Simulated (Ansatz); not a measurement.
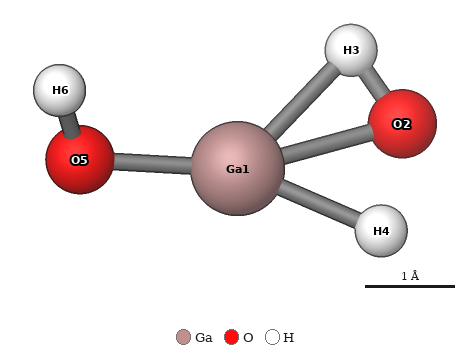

The input geometry (ball-and-stick view, seen at a tilt; atoms are numbered from 1 in the order of the input). Sticks mark near contacts. Bond lengths as drawn: Ga–H 1.77 to 1.92 Å, Ga–O 1.79 to 1.99 Å and H–O 1.01 Å.

# GaH$_{3}$O$_{2}$: nudged elastic band

- system: GaH$_{3}$O$_{2}$
- method: RKS PBE-D4/def2-SVP (Ansatz 0.2.0)

One setting was made poor on purpose. It belongs to a series of runs on one base structure; here: band between the two ends.

Input file
```yaml
crystal:
  periodic: [false, false, false]
  atoms:
    - { symbol: Ga, position_ang: [0.0, 0.0, 0.0] }
    - { symbol: O, position_ang: [1.2796, 0.0, 1.524] }
    - { symbol: H, position_ang: [0.3701, -0.2814, 1.8612] }
    - { symbol: H, position_ang: [1.7552, 0.0, 0.2282] }
    - { symbol: O, position_ang: [-1.5501, 0.0, -0.895] }
    - { symbol: H, position_ang: [-2.0598, -0.8467, -0.6865] }
basis:
  gaussian: { orbitals: def2-SVP }
hamiltonian:
  xc: pbe
  dispersion: d4
neb:
  order_check: false
  images: 5
  f_tol: 0.05
  max_iterations: 60
  final_atoms:
    - { symbol: Ga, position_ang: [0.0, 0.0, 0.0] }
    - { symbol: O, position_ang: [1.2796, 0.0, 1.524] }
    - { symbol: H, position_ang: [0.3701, -0.2814, 1.8612] }
    - { symbol: H, position_ang: [1.7552, 0.0, 0.2282] }
    - { symbol: O, position_ang: [-1.5501, 0.0, -0.895] }
    - { symbol: H, position_ang: [-2.0598, -0.8467, -0.6865] }
  initial_path:
    images:
      - { positions_ang: [[0.0, 0.0, 0.0], [1.2796, 0.0, 1.524], [0.3701, -0.2814, 1.8612], [1.7552, 0.0, 0.2282], [-1.5501, 0.0, -0.895], [-2.0598, -0.8467, -0.6865]] }
      - { positions_ang: [[0.0, 0.0, 0.0], [1.2796, 0.0, 1.524], [0.3701, -0.2814, 1.8612], [1.7552, 0.0, 0.2282], [-1.5501, 0.0, -0.895], [-2.0598, -0.8467, -0.6865]] }
      - { positions_ang: [[0.0, 0.0, 0.0], [1.2796, 0.0, 1.524], [0.3701, -0.2814, 1.8612], [1.7552, 0.0, 0.2282], [-1.5501, 0.0, -0.895], [-2.0598, -0.8467, -0.6865]] }
      - { positions_ang: [[0.0, 0.0, 0.0], [1.2796, 0.0, 1.524], [0.3701, -0.2814, 1.8612], [1.7552, 0.0, 0.2282], [-1.5501, 0.0, -0.895], [-2.0598, -0.8467, -0.6865]] }
      - { positions_ang: [[0.0, 0.0, 0.0], [1.2796, 0.0, 1.524], [0.3701, -0.2814, 1.8612], [1.7552, 0.0, 0.2282], [-1.5501, 0.0, -0.895], [-2.0598, -0.8467, -0.6865]] }
      - { positions_ang: [[0.0, 0.0, 0.0], [1.2796, 0.0, 1.524], [0.3701, -0.2814, 1.8612], [1.7552, 0.0, 0.2282], [-1.5501, 0.0, -0.895], [-2.0598, -0.8467, -0.6865]] }
      - { positions_ang: [[0.0, 0.0, 0.0], [1.2796, 0.0, 1.524], [0.3701, -0.2814, 1.8612], [1.7552, 0.0, 0.2282], [-1.5501, 0.0, -0.895], [-2.0598, -0.8467, -0.6865]] }
```

Machine: 1 thread of Arm Neoverse V1, 24 GiB of memory available, shared host.

Launched with:
```bash
ansatz run input.yaml --threads 1 --pin off --max-ram 2048MiB --backend cpu --events-out ev --progress --plain --runs-dir out
```

The program's output
```
Error: invalid value for `neb.final_atoms`: is identical to crystal.atoms — the two endpoints must differ for a path to exist
```

What the run reported

- outcome: refused by the program

What went wrong

The program refused the input: “invalid value for `neb.final_atoms`: is identical to crystal.atoms — the two endpoints must differ for a path to exist” A deliberately poor setting: ends not relaxed.
